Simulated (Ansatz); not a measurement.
Consider Sn$_{3}$Pb$_{2}$Se$_{5}$.

The calculation's input:

```
crystal:
  lattice:
    - [-2.16614184, 3.06338716, 10.83070918]
    - [2.16614184, -3.06338716, 10.83070918]
    - [2.16614184, 3.06338716, -10.83070918]
  atoms:
    - { symbol: Sn, position: [0.9, 0.9, 0.0] }
    - { symbol: Sn, position: [0.5, 0.5, 0.0] }
    - { symbol: Sn, position: [0.1, 0.1, 0.0] }
    - { symbol: Pb, position: [0.3, 0.3, 0.0] }
    - { symbol: Pb, position: [0.7, 0.7, 0.0] }
    - { symbol: Se, position: [0.8, 0.3, 0.5] }
    - { symbol: Se, position: [0.4, 0.9, 0.5] }
    - { symbol: Se, position: [0.0, 0.5, 0.5] }
    - { symbol: Se, position: [0.6, 0.1, 0.5] }
    - { symbol: Se, position: [0.2, 0.7, 0.5] }
basis:
  ecutwfc: 420
kpoints:
  mp_grid: { grid: [10, 10, 10] }
hamiltonian:
  xc: pbe
scf:
  occupations: { method: gaussian, width: 0.01 }
output:
  forces: true
  stress: true
  eigenvalues: true
  write_density: true
  write_potential: true
  elf: true
  volumetric_format: npy
relax:
  adjacent_minimum: "off"
  f_tol: 0.01
  max_steps: 80
  cell: { stress_tol: 0.05 }
```

Command:

```sh
ansatz run input.yaml --threads 4 --pin off --max-ram 8192MiB --backend cpu --events-out ev --progress --plain --runs-dir out
```

Below, planes, directions and counts refer to the conventional cell (a = 4.33 Å, b = 6.13 Å, c = 21.67 Å, α = 90.00°, β = 90.00°, γ = 90.00°).

The fields are those of the run's last geometry, not of the input's.

Space group Immm; a structure generated by program, which may or may not match a known phase.

Computed with Ansatz, DFT PBE, scalar-relativistic, plane waves, PAW.

Question: What can the converged valence pseudo-density and electron localisation function tell about the bonding?

Answer: Sn–Se (3.03 Å): ρ is about 0.22 e/Å³ halfway; the ELF is about 0.40 at the midpoint.
Pb–Se (3.12 Å): ρ is about 0.19 e/Å³ halfway; the ELF is about 0.30 at the midpoint.

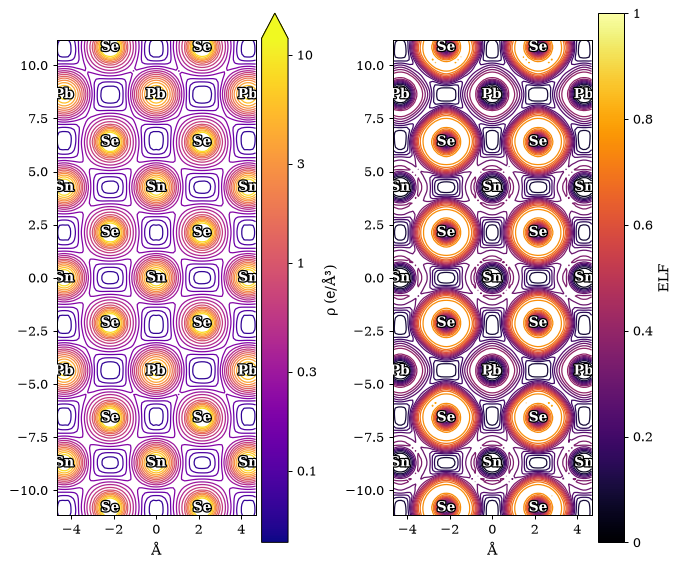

Computed valence pseudo-density and electron localisation function on the (010) plane of the conventional cell, in this order. 
